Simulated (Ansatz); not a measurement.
# SiGeF+ (triplet): wave-function methods side by side, cc-pVDZ

How much of the correlation energy of SiGeF+ (triplet) does each wave-function method recover here?

Program: Ansatz 0.2.0, Gaussian basis. Level of theory: cc-pVDZ, core rule «outside noble gas», up to 20 orbitals frozen. These are calculated values, not measurements.

To be run: UHF; CCSD(T) on ROHF; CCSD(T) on UHF; BCCD(T) on ROHF; CISD; CCSDT(Q) on ROHF; CCSDT(Q) on UHF.

39 further runs of the same task are left out: 10 for a known fault of the program, 14 that didn't finish, 15 set aside as unsound or not needed.

## (1) The geometry

The geometry is a PBE0/def2-TZVP stationary point (not a proven minimum) of the parent state, kept for this charge and spin. No spin-orbit coupling is included. The filled d shell of Ge may be among the frozen orbitals whatever the setting's name suggests; the logs give the count.

3 atoms, charge 1, spin multiplicity 3.

Atoms are counted from 1 here; the program's logs count them from 0.

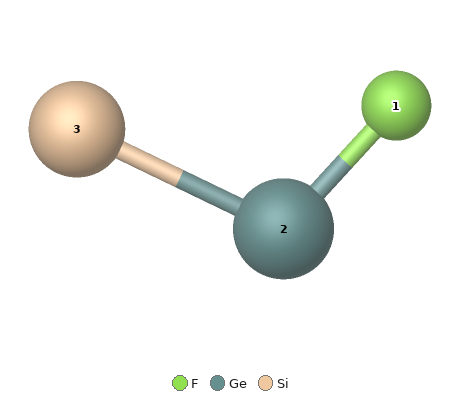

The geometry (fluorine green, germanium teal, silicon light orange); atoms are numbered from 1 in the order of the file.

In the tables R marks a restricted open-shell determinant and U an unrestricted one; energies count from the table's Hartree-Fock row.

## (2) UHF

in.yaml reads:

```yaml
crystal:
  periodic: [false, false, false]
  atoms:
    - {symbol: F, position_ang: [0.000000, -1.068183, 1.360686]}
    - {symbol: Ge, position_ang: [0.000000, 0.397053, 0.388067]}
    - {symbol: Si, position_ang: [0.000000, -0.304362, -1.924126]}
basis:
  gaussian: {orbitals: cc-pVDZ}
total_charge: 1
magnetization: {spin_polarized: true, initial_magnetization: 2}
hamiltonian: {xc: hf}
output: {orbitals: {seedname: orbitals}}
```

The run is started by

```sh
ansatz run in.yaml --threads 1 --pin off --events-out ev --progress --plain --max-ram 2393MiB
```

The log of the run:

```text
Functional definition: HF
  name "HF"
  cite "Fock, Z. Phys. 61, 126 (1930) doi:10.1007/BF01340294"
  parent pbe
  exchange = exact_x
  correlation = 0
645 factors; integrals over basis functions are off by at most 6.8e-4 eV
mean field evaluation 1: about -67024.1968 eV, gradient 4.3e1 eV
mean field evaluation 2: about -67024.2047 eV, gradient 4.3e1 eV
mean field evaluation 4: about -67032.1512 eV, gradient 3.8e0 eV
mean field evaluation 8: about -67032.4454 eV, gradient 2.8e-1 eV
mean field evaluation 16: about -67032.4491 eV, gradient 2.1e-5 eV
mean field evaluation 32: about -67032.0975 eV, gradient 3.0e0 eV
mean field evaluation 64: about -67032.2157 eV, gradient 9.6e-1 eV
mean field evaluation 96: about -67029.0720 eV, gradient 4.8e0 eV
mean field evaluation 128: about -67026.4594 eV, gradient 6.6e0 eV
mean field evaluation 160: about -67027.0114 eV, gradient 4.0e0 eV
mean field evaluation 192: about -67032.4428 eV, gradient 2.8e-1 eV
mean field evaluation 224: about -67025.9467 eV, gradient 7.9e0 eV
mean field -67032.44908351 eV, -2463.3970675931 hartree, gradient 2.1e-5 eV, S^2 2.068568; 7 other end points of the search recorded, 0 dependent functions left out
reference -67032.44908351 eV, -2463.3970675931 hartree; 28, 26 occupied and 31, 33 virtual orbitals, 645 factors
Total energy: -67032.44908351 eV, -2463.3970675931 hartree
```

It took 7 s on 1 thread of Arm Neoverse V2, shared host.

From the report: ⟨S²⟩ of the determinant 2.069 (pure triplet: 2.00).

## (3) CCSD(T) on ROHF

Edit in.yaml of step 2 so:

```diff
@@ -9,4 +9,3 @@
 total_charge: 1
-magnetization: {spin_polarized: true, initial_magnetization: 2}
-hamiltonian: {xc: hf}
-output: {orbitals: {seedname: orbitals}}
+magnetization: {spin_polarized: false, initial_magnetization: 2}
+correlation: {method: ccsd_t, electrons: outside_noble_gas}
```

Launched as before.

The log of the run, shortened:

```text
Functional definition: HF
  name "HF"
  cite "Fock, Z. Phys. 61, 126 (1930) doi:10.1007/BF01340294"
  parent pbe
[...]
645 factors; integrals over basis functions are off by at most 6.8e-4 eV
[...]
mean field -67032.23035646 eV, -2463.3890295223 hartree, gradient 2.1e-6 eV, S^2 2.000000; 12 other end points of the search recorded, 0 dependent functions left out
[...]
determinant -67032.23035646 eV, -2463.3890295223 hartree, with singles and doubles -67041.40905449 eV, -2463.7263404533 hartree
determinant -67031.75654146 eV, -2463.3716171423 hartree, with singles and doubles -67040.88922605 eV, -2463.7072371103 hartree
determinant -67030.97964842 eV, -2463.3430668496 hartree, with singles and doubles -67040.39479117 eV, -2463.6890669637 hartree
determinant -67029.54507843 eV, -2463.2903473747 hartree, with singles and doubles -67038.72266721 eV, -2463.6276175417 hartree
determinant -67028.78191996 eV, -2463.2623018182 hartree, with singles and doubles -67038.27485941 eV, -2463.6111609085 hartree
determinant -67032.23035646 eV, -2463.3890295223 hartree, with singles and doubles -67041.41199997 eV, -2463.7264486976 hartree
determinant -67031.75654146 eV, -2463.3716171423 hartree, with singles and doubles -67040.89007826 eV, -2463.7072684285 hartree
20 core orbitals not correlated: weight in the atoms' cores, before any rotation towards them, 0.970 or more for the frozen orbitals, at most 0.030 for the correlated occupied ones
reference -67032.23035646 eV, -2463.3890295223 hartree; 8, 6 occupied and 31, 33 virtual orbitals, 645 factors
second order -8.35560820 eV of doubles, -0.09896840 eV of singles
cycle   1  -9.18163913 eV  change    4.4e-6 eV  update   3.3e-6
perturbative correction -0.27776896 eV, -0.0102078209 hartree
Total energy: -67041.68976455 eV, -2463.7366563578 hartree
```

Run time: 20 s. Hardware: 1 thread of Arm Neoverse V2, shared host.

From the report: correlation -9.4594 eV; T1 0.031; largest double amplitude 0.08.

## (4) CCSD(T) on UHF

Edit in.yaml of step 3 so:

```diff
@@ -9,3 +9,3 @@
 total_charge: 1
-magnetization: {spin_polarized: false, initial_magnetization: 2}
+magnetization: {spin_polarized: true, initial_magnetization: 2}
 correlation: {method: ccsd_t, electrons: outside_noble_gas}
```

The command is unchanged.

The log of the run, shortened:

```text
Functional definition: HF
  name "HF"
  cite "Fock, Z. Phys. 61, 126 (1930) doi:10.1007/BF01340294"
  parent pbe
[...]
645 factors; integrals over basis functions are off by at most 6.8e-4 eV
[...]
mean field -67032.44908351 eV, -2463.3970675931 hartree, gradient 2.4e-6 eV, S^2 2.068568; 12 other end points of the search recorded, 0 dependent functions left out
determinant -67032.44908351 eV, -2463.3970675931 hartree, with singles and doubles -67041.41358782 eV, -2463.7265070502 hartree
determinant -67031.98891731 eV, -2463.3801567973 hartree, with singles and doubles -67040.89783068 eV, -2463.7075533247 hartree
determinant -67031.12415955 eV, -2463.3483775357 hartree, with singles and doubles -67040.37818923 eV, -2463.6884568536 hartree
determinant -67029.90813493 eV, -2463.3036894550 hartree, with singles and doubles -67038.66004250 eV, -2463.6253161259 hartree
determinant -67029.04609322 eV, -2463.2720100067 hartree, with singles and doubles -67038.31502607 eV, -2463.6126370061 hartree
determinant -67032.44908351 eV, -2463.3970675931 hartree, with singles and doubles -67041.41957454 eV, -2463.7267270580 hartree
determinant -67031.98891731 eV, -2463.3801567973 hartree, with singles and doubles -67040.89923738 eV, -2463.7076050201 hartree
20 core orbitals not correlated: weight in the atoms' cores, before any rotation towards them, 0.970 or more for the frozen orbitals, at most 0.030 for the correlated occupied ones
reference -67032.44908351 eV, -2463.3970675931 hartree; 8, 6 occupied and 31, 33 virtual orbitals, 645 factors
second order -8.17573571 eV of doubles, -0.00000000 eV of singles
cycle   1  -8.97049178 eV  change   -7.6e-7 eV  update   3.8e-6
perturbative correction -0.26970608 eV, -0.0099115156 hartree
Total energy: -67041.68928137 eV, -2463.7366386013 hartree
```

It took 22 s on 1 thread of Arm Neoverse V2, shared host.

From the report: ⟨S²⟩ of the determinant 2.069 (pure triplet: 2.00); correlation -9.2402 eV; T1 0.031; largest double amplitude 0.08.

## (5) BCCD(T) on ROHF

Edit in.yaml of step 4 so:

```diff
@@ -9,3 +9,3 @@
 total_charge: 1
-magnetization: {spin_polarized: true, initial_magnetization: 2}
-correlation: {method: ccsd_t, electrons: outside_noble_gas}
+magnetization: {spin_polarized: false, initial_magnetization: 2}
+correlation: {method: bccd_t, electrons: outside_noble_gas}
```

Same command.

The log of the run, shortened:

```text
Functional definition: HF
  name "HF"
  cite "Fock, Z. Phys. 61, 126 (1930) doi:10.1007/BF01340294"
  parent pbe
[...]
645 factors; integrals over basis functions are off by at most 6.8e-4 eV
[...]
mean field -67032.23035646 eV, -2463.3890295223 hartree, gradient 2.1e-6 eV, S^2 2.000000; 12 other end points of the search recorded, 0 dependent functions left out
[...]
determinant -67032.23035646 eV, -2463.3890295223 hartree, with singles and doubles -67041.40905449 eV, -2463.7263404533 hartree
determinant -67031.75654146 eV, -2463.3716171423 hartree, with singles and doubles -67040.88922605 eV, -2463.7072371103 hartree
determinant -67030.97964842 eV, -2463.3430668496 hartree, with singles and doubles -67040.39479117 eV, -2463.6890669637 hartree
determinant -67029.54507843 eV, -2463.2903473747 hartree, with singles and doubles -67038.72266721 eV, -2463.6276175417 hartree
determinant -67028.78191996 eV, -2463.2623018182 hartree, with singles and doubles -67038.27485941 eV, -2463.6111609085 hartree
determinant -67032.23035646 eV, -2463.3890295223 hartree, with singles and doubles -67041.41199997 eV, -2463.7264486976 hartree
determinant -67031.75654146 eV, -2463.3716171423 hartree, with singles and doubles -67040.89007826 eV, -2463.7072684285 hartree
20 core orbitals not correlated: weight in the atoms' cores, before any rotation towards them, 0.970 or more for the frozen orbitals, at most 0.030 for the correlated occupied ones
reference -67032.23035646 eV, -2463.3890295223 hartree; 8, 6 occupied and 31, 33 virtual orbitals, 645 factors
second order -8.35560820 eV of doubles, -0.09896840 eV of singles
cycle   1  -9.13948411 eV  change    4.2e-2 eV  update   1.8e-2
[...]
cycle  11  -9.14171349 eV  change    1.0e-5 eV  update   1.4e-5
perturbative correction -0.32493522 eV, -0.0119411490 hartree
Total energy: -67041.69700516 eV, -2463.7369224454 hartree
```

Wall time 21 s (1 thread of Arm Neoverse V2, shared host).

From the report: correlation -9.4666 eV; largest double amplitude 0.08.

## (6) CISD

Edit in.yaml of step 5 so:

```diff
@@ -10,2 +10,2 @@
 magnetization: {spin_polarized: false, initial_magnetization: 2}
-correlation: {method: bccd_t, electrons: outside_noble_gas}
+correlation: {active_space: {ras: {orbitals: [6, 2, 31], electrons: 14, max_holes: 2, max_particles: 2}, fixed_orbitals: true}}
```

Launched as before.

The log of the run:

```text
Functional definition: HF
  name "HF"
  cite "Fock, Z. Phys. 61, 126 (1930) doi:10.1007/BF01340294"
  parent pbe
  exchange = exact_x
  correlation = 0
645 factors; integrals over basis functions are off by at most 6.8e-4 eV
mean field evaluation 1: about -67024.0372 eV, gradient 6.0e1 eV
mean field evaluation 2: about -67024.0448 eV, gradient 6.0e1 eV
mean field evaluation 4: about -67031.4698 eV, gradient 1.5e1 eV
mean field evaluation 8: about -67032.2307 eV, gradient 2.0e-1 eV
mean field evaluation 16: about -67031.4479 eV, gradient 4.3e0 eV
mean field evaluation 32: about -67032.1883 eV, gradient 5.9e-1 eV
mean field evaluation 64: about -67025.0547 eV, gradient 4.0e0 eV
mean field -67032.23035646 eV, -2463.3890295223 hartree, gradient 2.1e-6 eV, S^2 2.000000; 9 other end points of the search recorded, 0 dependent functions left out
reference -67032.23035646 eV, -2463.3890295223 hartree; 28, 26 occupied and 31, 33 virtual orbitals, 645 factors
state -67040.44075381 eV, -2463.6907560596 hartree
Total energy: -67040.44075381 eV, -2463.6907560596 hartree
```

It took 9 s on 1 thread of Arm Neoverse V2, shared host.

From the report: 151,326 determinants.

## (7) CCSDT(Q) on ROHF

Edit in.yaml of step 6 so:

```diff
@@ -10,2 +10,2 @@
 magnetization: {spin_polarized: false, initial_magnetization: 2}
-correlation: {active_space: {ras: {orbitals: [6, 2, 31], electrons: 14, max_holes: 2, max_particles: 2}, fixed_orbitals: true}}
+correlation: {method: ccsdt_q, electrons: outside_noble_gas}
```

Launched as before.

The log of the run, shortened:

```text
Functional definition: HF
  name "HF"
  cite "Fock, Z. Phys. 61, 126 (1930) doi:10.1007/BF01340294"
  parent pbe
[...]
1123 factors; integrals over basis functions are off by at most 1.4e-7 eV
[...]
mean field -67032.23060596 eV, -2463.3890386912 hartree, gradient 1.5e-6 eV, S^2 2.000000; 12 other end points of the search recorded, 0 dependent functions left out
[...]
determinant -67032.23060596 eV, -2463.3890386912 hartree, with singles and doubles -67041.40931632 eV, -2463.7263500755 hartree
determinant -67031.75678551 eV, -2463.3716261109 hartree, with singles and doubles -67040.88948651 eV, -2463.7072466822 hartree
determinant -67030.97990203 eV, -2463.3430761697 hartree, with singles and doubles -67040.39505148 eV, -2463.6890765300 hartree
determinant -67029.54532603 eV, -2463.2903564738 hartree, with singles and doubles -67038.72293614 eV, -2463.6276274248 hartree
determinant -67028.78215219 eV, -2463.2623103526 hartree, with singles and doubles -67038.27512608 eV, -2463.6111707086 hartree
determinant -67032.23060596 eV, -2463.3890386912 hartree, with singles and doubles -67041.41226129 eV, -2463.7264583009 hartree
determinant -67031.75678551 eV, -2463.3716261109 hartree, with singles and doubles -67040.89033857 eV, -2463.7072779949 hartree
20 core orbitals not correlated: weight in the atoms' cores, before any rotation towards them, 0.970 or more for the frozen orbitals, at most 0.030 for the correlated occupied ones
reference -67032.23060596 eV, -2463.3890386912 hartree; 8, 6 occupied and 31, 33 virtual orbitals, 1123 factors
second order -8.35562668 eV of doubles, -0.09896718 eV of singles
cycle   1  -8.71582381 eV  change   -2.6e-1 eV  update   1.3e-1
[...]
cycle  31  -9.50515426 eV  change    1.1e-6 eV  update   1.5e-6
perturbative correction -0.02225274 eV, -0.0008177731 hartree
Total energy: -67041.75801296 eV, -2463.7391644405 hartree
```

Run time: 87 s. Hardware: 1 thread of Arm Neoverse V2, shared host; peak memory 0.74 GiB.

From the report: correlation -9.5274 eV; T1 0.035; largest double amplitude 0.10.

## (8) CCSDT(Q) on UHF

Edit in.yaml of step 7 so:

```diff
@@ -9,3 +9,3 @@
 total_charge: 1
-magnetization: {spin_polarized: false, initial_magnetization: 2}
+magnetization: {spin_polarized: true, initial_magnetization: 2}
 correlation: {method: ccsdt_q, electrons: outside_noble_gas}
```

The command is unchanged.

The log of the run, shortened:

```text
Functional definition: HF
  name "HF"
  cite "Fock, Z. Phys. 61, 126 (1930) doi:10.1007/BF01340294"
  parent pbe
[...]
1123 factors; integrals over basis functions are off by at most 1.4e-7 eV
[...]
mean field -67032.44933246 eV, -2463.3970767418 hartree, gradient 4.7e-6 eV, S^2 2.068569; 12 other end points of the search recorded, 0 dependent functions left out
determinant -67032.44933246 eV, -2463.3970767418 hartree, with singles and doubles -67041.41384897 eV, -2463.7265166471 hartree
determinant -67031.98916196 eV, -2463.3801657880 hartree, with singles and doubles -67040.89809150 eV, -2463.7075629097 hartree
determinant -67031.12441114 eV, -2463.3483867815 hartree, with singles and doubles -67040.37844000 eV, -2463.6884660693 hartree
determinant -67029.90838864 eV, -2463.3036987787 hartree, with singles and doubles -67038.66030795 eV, -2463.6253258810 hartree
determinant -67029.04633183 eV, -2463.2720187752 hartree, with singles and doubles -67038.31529240 eV, -2463.6126467935 hartree
determinant -67032.44933246 eV, -2463.3970767418 hartree, with singles and doubles -67041.41983572 eV, -2463.7267366564 hartree
determinant -67031.98916196 eV, -2463.3801657880 hartree, with singles and doubles -67040.89949823 eV, -2463.7076146060 hartree
20 core orbitals not correlated: weight in the atoms' cores, before any rotation towards them, 0.970 or more for the frozen orbitals, at most 0.030 for the correlated occupied ones
reference -67032.44933246 eV, -2463.3970767418 hartree; 8, 6 occupied and 31, 33 virtual orbitals, 1123 factors
second order -8.17575279 eV of doubles, -0.00000000 eV of singles
cycle   1  -8.44828372 eV  change   -2.7e-1 eV  update   1.3e-1
[...]
cycle  35  -9.28883836 eV  change    2.8e-7 eV  update   1.4e-6
perturbative correction -0.03045659 eV, -0.0011192591 hartree
Total energy: -67041.76862741 eV, -2463.7395545143 hartree
```

Wall time 89 s (1 thread of Arm Neoverse V2, shared host); peak memory 0.55 GiB.

From the report: ⟨S²⟩ of the determinant 2.069 (pure triplet: 2.00); correlation -9.3193 eV; T1 0.035; largest double amplitude 0.11.

## (9) Misses and costs

The yardstick is UCCSDT(Q), where the cluster series has nearly closed. Rows without a time come out of other runs: HF, MP2 and CCSD of CCSD(T), CCSDT of CCSDT(Q).

```
   method  energy from the lowest RHF (kJ/mol)  from UCCSDT(Q) (kJ/mol)  time
      RHF                                  0.0                   +920.3      
      UHF                                -21.1                   +899.2      
     RMP2                               -815.7                   +104.6      
     UMP2                               -809.9                   +110.4      
    RCCSD                               -885.9                    +34.4      
    UCCSD                               -886.6                    +33.7      
 RCCSD(T)                               -912.7                     +7.6  20 s
 UCCSD(T)                               -912.6                     +7.7  22 s
  BCCD(T)                               -913.4                     +6.9  21 s
   RCCSDT                               -917.1                     +3.2      
   UCCSDT                               -917.4                     +2.9      
RCCSDT(Q)                               -919.3                     +1.0  87 s
UCCSDT(Q)                               -920.3                        0  89 s
```

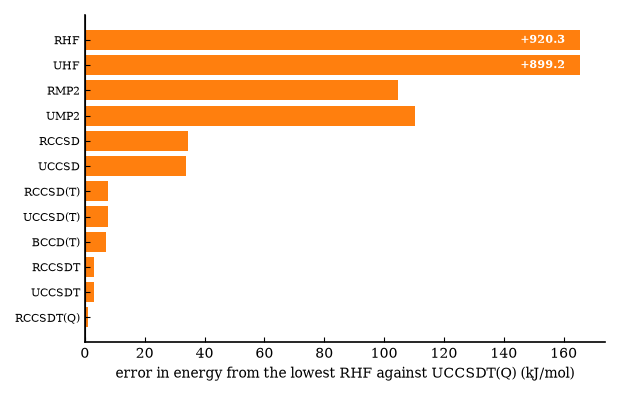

Error of each method against UCCSDT(Q). Bars with a number in them are cut short.

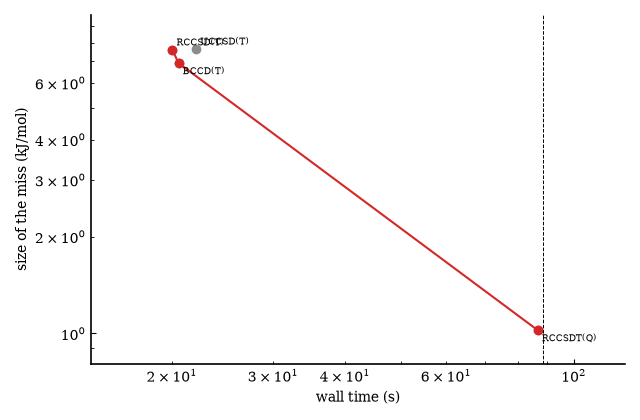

Accuracy for the time spent; red marks the levels that beat every quicker one drawn (of those quicker than the yardstick), and the dashed line is the time of UCCSDT(Q). Times are from a shared host.

Not comparable, so not listed: CISD (they don't share determinant, frozen orbitals or solution with the rows shown, or repeat one).

## (10) Results

```
                         quantity                      value
   UCCSDT(Q) below the RHF energy                 -9.5383 eV
              RMP2 from UCCSDT(Q)              +104.6 kJ/mol
              UMP2 from UCCSDT(Q)              +110.4 kJ/mol
             RCCSD from UCCSDT(Q)               +34.4 kJ/mol
          RCCSD(T) from UCCSDT(Q)                +7.6 kJ/mol
          UCCSD(T) from UCCSDT(Q)                +7.7 kJ/mol
         RCCSDT(Q) from UCCSDT(Q)                +1.0 kJ/mol
levels within 1 kcal/mol (43 meV)  RCCSDT, UCCSDT, RCCSDT(Q)
                    T1 diagnostic                      0.031
```

What this shows: RCCSD(T) misses by +7.6 kJ/mol, 0.8 % of the correlation energy. These misses are within one basis, not against nature; the frozen cores of restricted and unrestricted runs differ, which can shift their rows.

RCCSDT(Q) reaches 1.0 kJ/mol from the reference in 87 s, where UCCSDT(Q) took 89 s; the quickest level in the cost chart, RCCSD(T), takes 20 s and misses by 7.6 kJ/mol.
